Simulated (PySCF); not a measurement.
SMILES C=C/C=C\OC (C5H8O), GFN2-xTB optimised geometry. Atoms within 1.6 Å of the plane z = 0.6 Å (x, y, z in Å): C1 (1.47, -2.23, 0.00), C2 (0.73, -1.13, 0.00), C3 (-0.71, -1.13, 0.00), C4 (-1.46, -0.02, 0.00), O5 (-0.93, 1.23, 0.00), C6 (-1.85, 2.29, 0.02), H7 (1.02, -3.21, 0.00), H8 (2.55, -2.20, 0.00), H9 (1.19, -0.15, 0.00), H10 (-1.21, -2.08, 0.00), H11 (-2.55, -0.07, 0.00), H12 (-1.27, 3.21, -0.01), H13 (-2.46, 2.27, 0.93), H14 (-2.52, 2.26, -0.86).

Level of theory: PBE/def2-TZVP run with PySCF.

Map of the electron localisation function on the plane z = 0.6 Å:

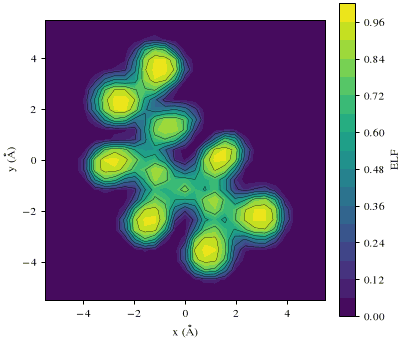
Fig. 1. Electron localisation function on the plane z = 0.6 Å.
